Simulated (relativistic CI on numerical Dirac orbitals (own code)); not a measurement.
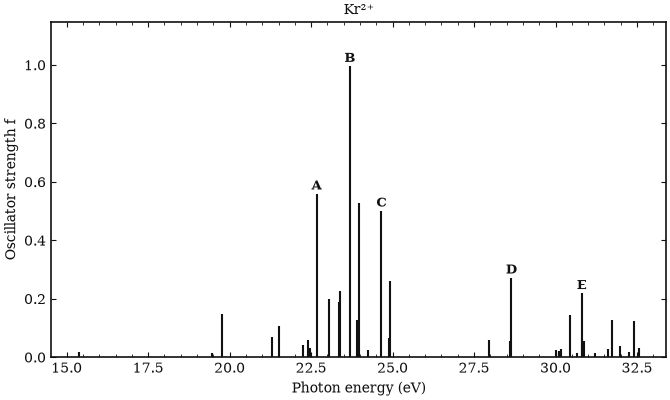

The plot shows absorption lines from the lowest level (oscillator strengths f) for Kr III (Kr²⁺). Method of calculation: relativistic configuration interaction, KLI exchange-only orbitals, Breit term, model QED, valence Slater integrals scaled by 0.85, a P86 correlation estimate for each configuration (radial Dirac CI code).

Question: Which transitions are the lettered lines?

Answer: A: 4s² 4p³ 4d ³D°₃ ← 4s² 4p⁴ ³P₂, 22.67 eV, f = 0.56; B: 4s² 4p³ 4d ³D°₃ ← 4s² 4p⁴ ³P₂, 23.69 eV, f = 1.0; C: 4s² 4p³ 4d ³P°₂ ← 4s² 4p⁴ ³P₂, 24.66 eV, f = 0.50; D: 4s² 4p³ 5d ³D°₃ ← 4s² 4p⁴ ³P₂, 28.64 eV, f = 0.27; E: 4s² 4p³ 5d ³P°₂ ← 4s² 4p⁴ ³P₂, 30.81 eV, f = 0.22. The strongest, B, lies in the extreme ultraviolet region.

Known limits: near-neutral ion: configurations can be misplaced by up to about 10000 cm⁻¹, over 20000 where the f count changes; rates and lifetimes follow the computed energies and can be off by orders of magnitude; the fine structure of a weakly bound d or f electron outside closed shells is too small or inverted; only a limited list of configurations is included, so lower levels can be missing; only lines among the lowest 200 of 1957 levels are drawn, so those from 4s² 4p³ 5f and 4s² 4p³ 6d are incomplete.
